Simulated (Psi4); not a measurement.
# doublet [WH2O4]+: levels of theory compared

Aim: a comparison of 6 runs (UB3LYP/def2-SVP, UBHLYP/def2-SVP, UM06-2X/def2-SVP, UPBE/def2-SVP, USVWN5/def2-SVP, UTPSS/def2-SVP) of doublet [WH2O4]+. 

The results are computed with Psi4 1.11.

### 1 The system as given

The species is [WH2O4]+ (7 atoms), meant as a doublet with charge +1. As SMILES of the parent species, `[O]=[W](=[O])([OH])[OH]`. Geometry: relaxed at PBE0-D4/def2-TZVP. This is one conformer, not always the lowest. That shape belongs to the parent species and isn't relaxed for this state.

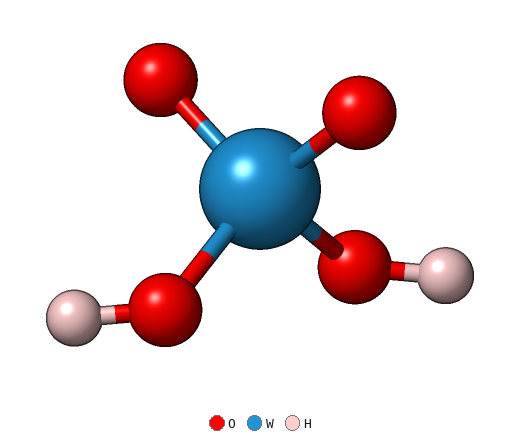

The structure, seen from a chosen angle (oxygen red, tungsten blue, hydrogen pink).

### 2 Energy and gradient at UB3LYP/def2-SVP (core potential) (run 1)

Contents of job.dat:

```
memory 2200 MB

molecule {
  1 2
  O     -2.65599117     2.49526996     0.19173161
  W     -0.14070901     0.49697907     0.42212702
  O      1.58464874     1.29017272     3.02344842
  O     -1.28310514    -2.84934795     0.78897955
  O      1.85365125     0.83352040    -2.50137378
  H     -3.00266143    -3.38886476     0.58562613
  H      3.64414786     1.12225165    -2.51055785
  units bohr
  symmetry c1
}

set basis def2-SVP
set reference uks
set puream true
set e_convergence 1e-09
set d_convergence 1e-08
set scf_type pk
set dft_radial_points 99
set dft_spherical_points 590
set maxiter 100

e_tot, wfn = gradient('b3lyp', return_wfn=True)
oeprop(wfn, 'MAYER_INDICES', 'WIBERG_LOWDIN_INDICES', 'LOWDIN_CHARGES', title='B3LYP')
```

The run is started by

```bash
$ psi4 -n 1 job.dat job.out
```

job.out:

```text
[...]
    !!!  WARNING: ECP capability is in beta. Please check occupations closely.  !!!
[...]
  Running in c1 symmetry.
[...]
  Nuclear repulsion =  223.985925013187341
[...]
  Multiplicity = 2
[...]
  Nalpha       = 24
  Nbeta        = 23
[...]
    Number of basis functions: 98
[...]
   @UKS iter   1:  -367.84129270418879   -1.31120e-01   1.48438e-02 ADIIS/DIIS
[...]
   @UKS iter  23:  -368.76027497395023   -2.10321e-12   6.59575e-09 DIIS
[...]
   @S^2 Observed:                7.872823292E-01
[...]
  @UKS Final Energy:  -368.76027497395023
   => Energetics <=
    Nuclear Repulsion Energy =            223.9859250131873409
    One-Electron Energy =                -961.7033214470766325
    Two-Electron Energy =                 403.2738894191001009
    DFT Exchange-Correlation Energy =     -34.3167679591610764
    Empirical Dispersion Energy =           0.0000000000000000
    VV10 Nonlocal Energy =                  0.0000000000000000
    Total Energy =                       -368.7602749739502315
[...]
  -Total Gradient:
     Atom            X                  Y                   Z
    ------   -----------------  -----------------  -----------------
       1        0.038784881426    -0.037627327642    -0.001707612364
       2       -0.021415715841     0.075646374302     0.064266041253
       3       -0.023056790830    -0.017937625529    -0.045494376047
       4       -0.019005420882    -0.032591753642     0.001347398170
       5        0.027196630941     0.003656697876    -0.025928260875
       6        0.015205985364     0.012044570848     0.000266430264
       7       -0.017707280631    -0.003197681842     0.007244687032
[...]
```

Wall time 31 s (1 thread of Intel Xeon 6975P-C (Granite Rapids), shared host); peak memory 1.2 GiB.

### 3 Energy and forces at UBHLYP/def2-SVP (core potential) (run 2)

Contents of h2o4w.json:

```json
{
  "schema_name": "qcschema_input",
  "schema_version": 1,
  "molecule": {
    "schema_name": "qcschema_molecule",
    "schema_version": 2,
    "symbols": ["O", "W", "O", "O", "O", "H", "H"],
    "geometry": [-2.65599117, 2.49526996, 0.19173161, -0.14070901, 0.49697907, 0.42212702, 1.58464874, 1.29017272, 3.02344842, -1.28310514, -2.84934795, 0.78897955, 1.85365125, 0.8335204, -2.50137378, -3.00266143, -3.38886476, 0.58562613, 3.64414786, 1.12225165, -2.51055785],
    "molecular_charge": 1,
    "molecular_multiplicity": 2,
    "fix_symmetry": "c1"
  },
  "driver": "gradient",
  "model": {
    "method": "bhhlyp",
    "basis": "def2-SVP"
  },
  "keywords": {
    "reference": "uks",
    "puream": true,
    "e_convergence": 1e-09,
    "d_convergence": 1e-08,
    "scf_type": "pk",
    "dft_radial_points": 99,
    "dft_spherical_points": 590,
    "maxiter": 100,
    "scf_properties": ["WIBERG_LOWDIN_INDICES", "MAYER_INDICES", "MULLIKEN_CHARGES"]
  }
}
```

The run is started by

```bash
$ psi4 --qcschema h2o4w.json -n 1 --memory 2200MB
```

stdout:

```text
[...]
    !!!  WARNING: ECP capability is in beta. Please check occupations closely.  !!!
[...]
  Running in c1 symmetry.
[...]
  Nuclear repulsion =  223.985925013187341
[...]
  Multiplicity = 2
[...]
  Nalpha       = 24
  Nbeta        = 23
[...]
    Number of basis functions: 98
[...]
   @UKS iter   1:  -367.69030010246797   -5.97999e-01   1.29620e-02 DIIS/ADIIS
[...]
   @UKS iter  29:  -368.42040705231676   -1.03455e-11   9.48951e-09 DIIS
[...]
   @S^2 Observed:                8.572168418E-01
[...]
  @UKS Final Energy:  -368.42040705231676
   => Energetics <=
    Nuclear Repulsion Energy =            223.9859250131873409
    One-Electron Energy =                -961.2830695645333208
    Two-Electron Energy =                 390.8397304437269213
    DFT Exchange-Correlation Energy =     -21.9629929446976604
    Empirical Dispersion Energy =           0.0000000000000000
    VV10 Nonlocal Energy =                  0.0000000000000000
    Total Energy =                       -368.4204070523167616
[...]
  -Total Gradient:
     Atom            X                  Y                   Z
    ------   -----------------  -----------------  -----------------
       1        0.025353214785    -0.028234472708    -0.005573001894
       2       -0.022021296974     0.077780585685     0.066081380208
       3       -0.012738814655    -0.016327725891    -0.032284640355
       4       -0.011781840775    -0.043689017677     0.004027466787
       5        0.023387256874     0.002695508067    -0.038854622402
       6        0.005039315124     0.009613317081    -0.001397518721
       7       -0.007236411580    -0.001842365321     0.007997418014
[...]
```

The result, in JSON:

```text
{
 "driver": "gradient",
 "model": {
  "method": "bhhlyp",
  "basis": "def2-SVP"
 },
 "success": true,
 "return_result": [0.02535321478476707, -0.02823447270830022, -0.005573001894077952, -0.022021296973635904, 0.07778058568510104, 0.0660813802080459, -0.012738814654549346, -0.016327725890709258, -0.0322846403552606, -0.011781840775239416, -0.043689017676963635, 0.004027466787309517, 0.023387256873728002, 0.00269550806684404, -0.038854622401989544, 0.005039315124392707, 0.009613317080525659, -0.0013975187208022481, -0.007236411580403945, -0.0018423653210177873, 0.007997418014107423],
 "properties": {
  "calcinfo_nbasis": 98,
  "calcinfo_nmo": 98,
  "calcinfo_nalpha": 24,
  "calcinfo_nbeta": 23,
  "calcinfo_natom": 7,
  "nuclear_repulsion_energy": 223.98592501318734,
  "return_energy": -368.42040705231676,
  "return_gradient": [0.02535321478476707, -0.02823447270830022, -0.005573001894077952, -0.022021296973635904, 0.07778058568510104, 0.0660813802080459, -0.012738814654549346, -0.016327725890709258, -0.0322846403552606, -0.011781840775239416, -0.043689017676963635, 0.004027466787309517, 0.023387256873728002, 0.00269550806684404, -0.038854622401989544, 0.005039315124392707, 0.009613317080525659, -0.0013975187208022481, -0.007236411580403945, -0.0018423653210177873, 0.007997418014107423],
  "scf_one_electron_energy": -961.2830695645333,
  "scf_two_electron_energy": 390.8397304437269,
  "scf_xc_energy": -21.96299294469766,
  "scf_dipole_moment": [0.09140125186943737, -0.3232618295102716, -0.27431978754404884],
  "scf_total_energy": -368.42040705231676,
  "scf_total_gradient": [0.02535321478476707, -0.02823447270830022, -0.005573001894077952, -0.022021296973635904, 0.07778058568510104, 0.0660813802080459, -0.012738814654549346, -0.016327725890709258, -0.0322846403552606, -0.011781840775239416, -0.043689017676963635, 0.004027466787309517, 0.023387256873728002, 0.00269550806684404, -0.038854622401989544, 0.005039315124392707, 0.009613317080525659, -0.0013975187208022481, -0.007236411580403945, -0.0018423653210177873, 0.007997418014107423],
  "scf_iterations": 29
 }
}
```

Wall time 34 s (1 thread of Intel Xeon 6975P-C (Granite Rapids), shared host); peak memory 1.2 GiB.

Run 3 isn't shown in full; the table further down has it.

### 4 A single-point energy at UPBE/def2-SVP (core potential) (run 4)

Contents of input.json:

```json
{
 "schema_name": "qcschema_input",
 "schema_version": 1,
 "molecule": {
  "schema_name": "qcschema_molecule",
  "schema_version": 2,
  "symbols": ["O", "W", "O", "O", "O", "H", "H"],
  "geometry": [-2.65599117, 2.49526996, 0.19173161, -0.14070901, 0.49697907, 0.42212702, 1.58464874, 1.29017272, 3.02344842, -1.28310514, -2.84934795, 0.78897955, 1.85365125, 0.8335204, -2.50137378, -3.00266143, -3.38886476, 0.58562613, 3.64414786, 1.12225165, -2.51055785],
  "molecular_charge": 1,
  "molecular_multiplicity": 2,
  "fix_symmetry": "c1",
  "fix_com": true,
  "fix_orientation": true
 },
 "driver": "energy",
 "model": {
  "method": "pbe",
  "basis": "def2-SVP"
 },
 "keywords": {
  "reference": "uks",
  "puream": true,
  "e_convergence": 1e-09,
  "d_convergence": 1e-08,
  "scf_type": "pk",
  "dft_radial_points": 99,
  "dft_spherical_points": 590,
  "maxiter": 100,
  "scf_properties": ["QUADRUPOLE", "MAYER_INDICES", "WIBERG_LOWDIN_INDICES"]
 }
}
```

The run is started by

```bash
$ psi4 --qcschema input.json -n 1 --memory 2200MB
```

stdout:

```text
[...]
  Running in c1 symmetry.
[...]
  Nuclear repulsion =  223.985925013187341
[...]
  Multiplicity = 2
[...]
  Nalpha       = 24
  Nbeta        = 23
[...]
    Number of basis functions: 98
[...]
   @UKS iter   1:  -367.57388383108730    2.34448e-01   1.50543e-02 DIIS/ADIIS
[...]
   @UKS iter  22:  -368.50813413266127   -3.97904e-12   5.29901e-09 DIIS
[...]
   @S^2 Observed:                7.610425835E-01
[...]
  @UKS Final Energy:  -368.50813413266127
   => Energetics <=
    Nuclear Repulsion Energy =            223.9859250131873409
    One-Electron Energy =                -961.9082299133065135
    Two-Electron Energy =                 411.4527118250066451
    DFT Exchange-Correlation Energy =     -42.0385410575487839
    Empirical Dispersion Energy =           0.0000000000000000
    VV10 Nonlocal Energy =                  0.0000000000000000
    Total Energy =                       -368.5081341326612687
[...]
 Multipole Moments:
 ------------------------------------------------------------------------------------
     Multipole            Electronic (a.u.)      Nuclear  (a.u.)        Total (a.u.)
 ------------------------------------------------------------------------------------
 L = 1.  Multiply by 2.5417464519 to convert [e a0] to [Debye]
 Dipole X            :          5.3468086           -5.3348103            0.0119983
 Dipole Y            :        -18.8907402           18.8480149           -0.0427253
 Dipole Z            :        -16.0432364           16.0071330           -0.0361035
 Magnitude           :                                                    0.0572090
 L = 2.  Multiply by 1.3450342976 to convert [e a0^2] to [Debye ang]
 Quadrupole XX       :       -162.9610615          139.7552355          -23.2058260
 Quadrupole XY       :        -13.6032035           18.2312502            4.6280467
[...]
```

The result, in JSON:

```text
{
 "driver": "energy",
 "model": {
  "method": "pbe",
  "basis": "def2-SVP"
 },
 "success": true,
 "return_result": -368.50813413266127,
 "properties": {
  "calcinfo_nbasis": 98,
  "calcinfo_nmo": 98,
  "calcinfo_nalpha": 24,
  "calcinfo_nbeta": 23,
  "calcinfo_natom": 7,
  "nuclear_repulsion_energy": 223.98592501318734,
  "return_energy": -368.50813413266127,
  "scf_one_electron_energy": -961.9082299133065,
  "scf_two_electron_energy": 411.45271182500665,
  "scf_xc_energy": -42.038541057548784,
  "scf_dipole_moment": [0.011998318177191436, -0.04272526405374322, -0.036103480861836346],
  "scf_total_energy": -368.50813413266127,
  "scf_iterations": 22
 }
}
```

Run time: 24 s. Hardware: 1 thread of Intel Xeon 6975P-C (Granite Rapids), shared host; peak memory 1.2 GiB.

Run 5 isn't shown in full; the table further down has it.

### 5 The energy at UTPSS/def2-SVP (core potential) (run 6)

Contents of job.py:

```python
import psi4

psi4.set_memory(2200000000)
psi4.set_num_threads(1)
psi4.set_output_file('h2o4w.out', False)

mol = psi4.geometry("""
1 2
O     -1.405490     1.320440     0.101460
W     -0.074460     0.262990     0.223380
O      0.838560     0.682730     1.599940
O     -0.678990    -1.507810     0.417510
O      0.980910     0.441080    -1.323670
H     -1.588940    -1.793310     0.309900
H      1.928400     0.593870    -1.328530
symmetry c1
""")

psi4.set_options({
    'reference': 'uks',
    'puream': True,
    'e_convergence': 1e-09,
    'd_convergence': 1e-08,
    'scf_type': 'pk',
    'dft_radial_points': 99,
    'dft_spherical_points': 590,
    'maxiter': 100,
})

result, w = psi4.energy('tpss/def2-SVP', molecule=mol, return_wfn=True)
psi4.oeprop(w, 'DIPOLE', 'MULLIKEN_CHARGES', 'QUADRUPOLE', title='TPSS')
print('E =', round(result, 9))
for k, v in sorted(psi4.core.scalar_variables().items()):
    print(f'{k:45s} {v:18.10f}')
```

The run is started by

```bash
$ python job.py
```

h2o4w.out:

```text
[...]
  Running in c1 symmetry.
[...]
  Nuclear repulsion =  223.985924966119768
[...]
  Multiplicity = 2
[...]
  Nalpha       = 24
  Nbeta        = 23
[...]
    Number of basis functions: 98
[...]
   @UKS iter   1:  -367.87215938769327    2.18699e-01   1.50162e-02 ADIIS/DIIS
[...]
   @UKS iter  22:  -368.80891482896135   -4.49063e-12   7.48705e-09 DIIS
[...]
   @S^2 Observed:                7.674802110E-01
[...]
  @UKS Final Energy:  -368.80891482896135
   => Energetics <=
    Nuclear Repulsion Energy =            223.9859249661197680
    One-Electron Energy =                -961.9001779114574902
    Two-Electron Energy =                 411.4709848365704374
    DFT Exchange-Correlation Energy =     -42.3656467201940927
    Empirical Dispersion Energy =           0.0000000000000000
    VV10 Nonlocal Energy =                  0.0000000000000000
    Total Energy =                       -368.8089148289613490
[...]
 Multipole Moments:
 ------------------------------------------------------------------------------------
     Multipole            Electronic (a.u.)      Nuclear  (a.u.)        Total (a.u.)
 ------------------------------------------------------------------------------------
 L = 1.  Multiply by 2.5417464519 to convert [e a0] to [Debye]
 Dipole X            :         -0.9277676            1.0500331            0.1222655
 Dipole Y            :          3.2731202           -3.7053642           -0.4322440
 Dipole Z            :          2.7815952           -3.1485245           -0.3669293
 Magnitude           :                                                    0.5800179
 L = 2.  Multiply by 1.3450342976 to convert [e a0^2] to [Debye ang]
 Quadrupole XX       :       -162.3842065          139.1852851          -23.1989214
 Quadrupole XY       :        -15.8314201           20.2449965            4.4135765
[...]
```

On the terminal:

```text
E = -368.808914829
CURRENT ENERGY                                   -368.8089148290
CURRENT REFERENCE ENERGY                         -368.8089148290
DD SOLVATION ENERGY                                 0.0000000000
DFT FUNCTIONAL TOTAL ENERGY                      -368.8089148290
DFT TOTAL ENERGY                                 -368.8089148290
DFT VV10 ENERGY                                     0.0000000000
DFT XC ENERGY                                     -42.3656467202
GRID ELECTRONS ALPHA                               24.0000002001
GRID ELECTRONS BETA                                23.0000000110
GRID ELECTRONS TOTAL                               47.0000002111
NUCLEAR REPULSION ENERGY                          223.9859249661
ONE-ELECTRON ENERGY                              -961.9001779115
PCM POLARIZATION ENERGY                             0.0000000000
PE ENERGY                                           0.0000000000
SCF ITERATION ENERGY                             -368.8089148290
SCF ITERATIONS                                     22.0000000000
SCF TOTAL ENERGY                                 -368.8089148290
TWO-ELECTRON ENERGY                               411.4709848366
XC GRID RADIAL POINTS                              99.0000000000
XC GRID SPHERICAL POINTS                          590.0000000000
XC GRID TOTAL POINTS                           392985.0000000000
```

Run time: 65 s. Hardware: 1 thread of Intel Xeon 6975P-C (Granite Rapids), shared host; peak memory 1.1 GiB.

### 6 Overview of the runs

| run | level | task | energy (Eh) | HOMO energy (eV) | LUMO energy (eV) | ⟨S²⟩ | wall time |
| --- | --- | --- | --- | --- | --- | --- | --- |
| 1 | UB3LYP/def2-SVP (core potential) | gradient | -368.760275 | -15.69 | -13.50 | 0.787 | 31 s |
| 2 | UBHLYP/def2-SVP (core potential) | gradient | -368.420407 | -17.57 | -11.65 | 0.857 | 34 s |
| 3 | UM06-2X/def2-SVP (core potential) | energy | -368.465930 | -17.61 | -12.33 | 0.823 | 57 s |
| 4 | UPBE/def2-SVP (core potential) | energy | -368.508134 | -14.42 | -14.26 | 0.761 | 24 s |
| 5 | USVWN5/def2-SVP (core potential) | energy | -366.534527 | -14.71 | -14.63 | 0.757 | 19 s |
| 6 | UTPSS/def2-SVP (core potential) | energy | -368.808915 | -14.44 | -14.14 | 0.767 | 65 s |

### 7 What came out

```
                                 quantity          value
                      run 6: total energy  -368.80891 Eh
run 6: HOMO energy (highest over α and β)      -14.44 eV
 run 6: LUMO energy (lowest over α and β)      -14.14 eV
                              run 6: ⟨S²⟩          0.767
```

In words: Totals of different functionals can't be ranked against each other. Spin contamination of the reference: run 2 ⟨S²⟩ = 0.86. All runs together took 3.8 min, the longest 65 s.
